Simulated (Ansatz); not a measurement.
# Calculations on Cs$_{7}$CrSn$_{8}$I$_{24}$

### Relaxation

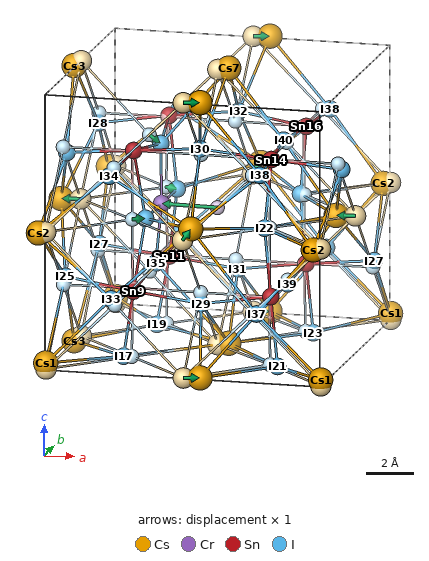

A relaxation of a defect cell of composition Cs$_{7}$CrSn$_{8}$I$_{24}$ (cell charge +1). The starting structure is drawn faded, the final one solid; green arrows show the displacements, at their true length.

A ball-and-stick model of the cell of the calculation (origin shifted), seen slightly off an axis.

Level of theory: Ansatz 0.2.0, DFT, PBEsol, PAW, plane waves. Settings: plane-wave cutoff 420 eV; k-point mesh 1 × 1 × 1; mesh shifted by (0.25, 0.25, 0.25); collinear spin; atoms relaxed in a fixed cell; force threshold 0.03 eV/Å; at most 80 steps.

Which element moves most?

Answer. Chromium: up to 2.50 Å, against 0.87 Å for caesium.

Describe the change and its energy.

Answer. The energy falls by 3.545 eV per cell of the calculation in 25 geometry steps. Largest force component: 0.15 eV/Å at the start, 0.016 eV/Å at the end. The largest move is that of the Cr atom, 2.50 Å along −a. By element the largest moves are Cr 2.50 Å, Cs 0.87 Å, I 0.69 Å, Sn 0.16 Å. The cell doesn't change. Among the contacts that change: Cr–I 4.333 → 2.682 Å, Cr–I 4.296 → 2.686 Å, Cs–I 4.358 → 5.363 Å, Cs–I 4.406 → 5.400 Å. New bonds form, among them: Cr–I (4.30 → 2.69 Å), Cr–I (4.32 → 2.68 Å), Cr–I (4.33 → 2.68 Å), Cr–I (4.33 → 2.69 Å). Bond angles that change, for instance: Cs–I–Sn 91.2° → 114.6°, Cs–I–Sn 90.8° → 113.1°, Sn–I–Sn 179.3° → 157.5°.

Limits of the set-up: the cell is charged, on a uniform background, and energies carry no finite-size correction.

### Relaxation

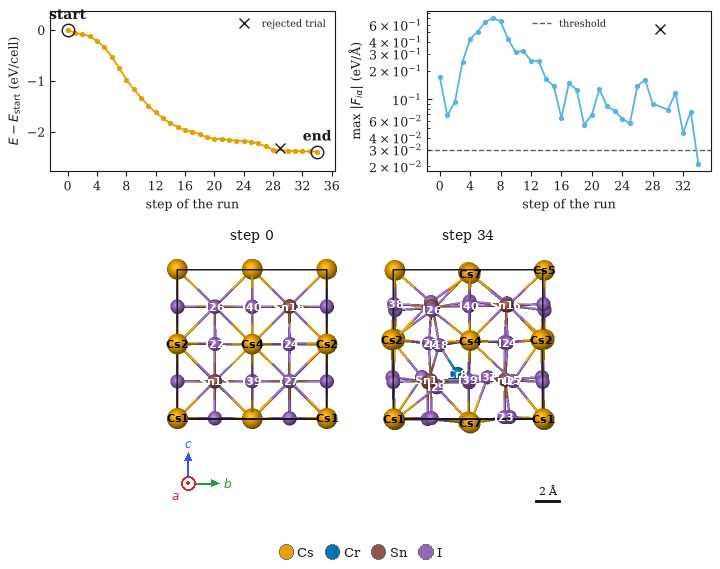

First and last geometry of a relaxation of a defect cell of composition Cs₇CrSn₈I₂₄, with the history of the run. The picture is a ball-and-stick view of the cell of the calculation (origin shifted), seen along the a axis.

Level of theory: DFT, PBEsol, PAW, plane waves in Ansatz 0.2.0. Settings: plane-wave cutoff 420 eV; k-point mesh 1 × 1 × 1; mesh shifted by (0.25, 0.25, 0.25); collinear spin; atoms relaxed in a fixed cell; force threshold 0.03 eV/Å; at most 80 steps.

Read the history and describe the run.

Answer. It converged. The largest move is that of the Cr atom, 3.04 Å along [−2 −1 −3]. By element the largest moves are Cr 3.04 Å, I 1.55 Å, Cs 0.51 Å, Sn 0.26 Å. The lattice vectors keep their values. Near-neighbour distances that change, for instance: Cr–I 4.330 → 2.717 Å, Cr–I 4.296 → 2.707 Å, Cr–I 4.348 → 2.809 Å, Cs–I 4.340 → 5.851 Å. New bonds form, among them: Cr–I (4.30 → 2.71 Å), Cr–I (4.32 → 2.92 Å), Cr–I (4.33 → 2.72 Å), Cr–I (4.35 → 2.81 Å). Bonds break, among them: Cs–I (4.34 → 5.85 Å). Among the angles between lasting bonds that change: Sn–I–Sn 178.9° → 144.9°, Sn–I–Sn 179.3° → 147.0°, Sn–I–Sn 179.5° → 152.3°. Over 33 accepted moves (34 points after the start) the energy falls by 2.384 eV per cell of the calculation. Largest force component: 0.17 eV/Å at the start, 0.021 eV/Å at the end. The line search rejected the trial step at point 29 of the run.

### Defect

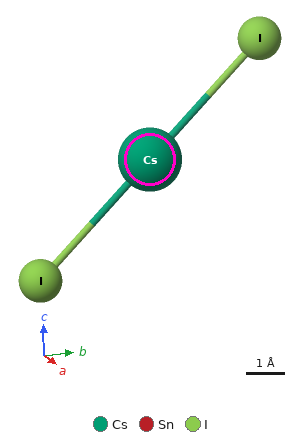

Perfect CsSnI₃. The picture is a ball-and-stick view of the atoms within 4.6 Å of one point, in a slice 3.4 Å thick across the line of sight, seen slightly off an axis.

All numbers below come from DFT, PBEsol, PAW, plane waves (Ansatz 0.2.0). Settings: plane-wave cutoff 420 eV; k-point mesh 1 × 1 × 1; mesh shifted by (0.25, 0.25, 0.25); collinear spin. Fermi-Dirac smearing of 0.01 eV. A uniform background neutralises the charged cell. The axes drawn are those of the host's conventional cell.

A caesium atom is replaced by chromium at the ringed place, in charge state +2. The supercell has 40 sites, and the atoms are relaxed at the host's cell.

Predict the relaxed surroundings of the defect.

In the host the Cs atom has ; the Cr atom ends with 4 I at 2.67 Å. Of the host's atoms, a caesium atom moves furthest from its site, by 0.92 Å. The Cr atom itself moves 2.66 Å from where it was put. The cell's net moment is 3.02 μB.

The relaxed defect, seen from the same direction:

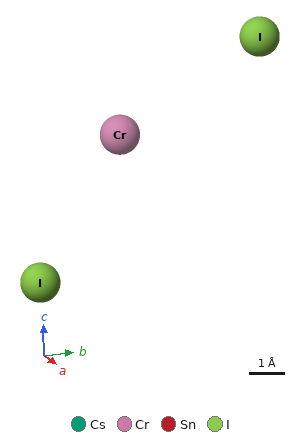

Limits of the set-up: the cell is charged, on a uniform background, and energies carry no finite-size correction.

### Defect

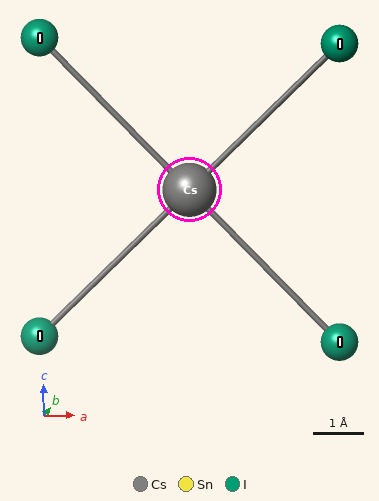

Perfect CsSnI₃. The picture is a ball-and-stick view of the atoms within 5.4 Å of one point, in a slice 3.4 Å thick across the line of sight, seen from a free direction.

Level of theory: DFT, PBEsol, PAW, plane waves (Ansatz 0.2.0). (plane-wave cutoff 420 eV; k-point mesh 1 × 1 × 1; mesh shifted by (0.25, 0.25, 0.25); collinear spin) Fermi-Dirac smearing of 0.01 eV. The axes drawn are those of the host's conventional cell.

A caesium atom is replaced by chromium at the ringed place, in charge state 0. The supercell has 40 sites, and the atoms are relaxed at the host's cell.

How do the neighbours respond?

Answer. In the host the Cs atom has ; the Cr atom ends with 4 I at 2.71 to 2.93 Å, 1 Sn at 2.90 Å. Of the host's atoms, an iodine atom moves furthest from its site, by 1.61 Å. The Cr atom itself moves 3.16 Å from where it was put. The cell's net moment is 5.00 μB.

The relaxed defect, seen from the same direction:

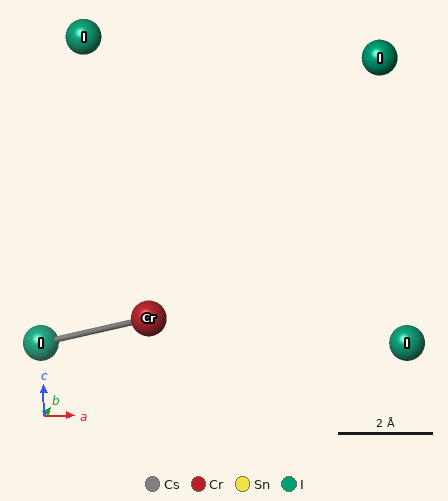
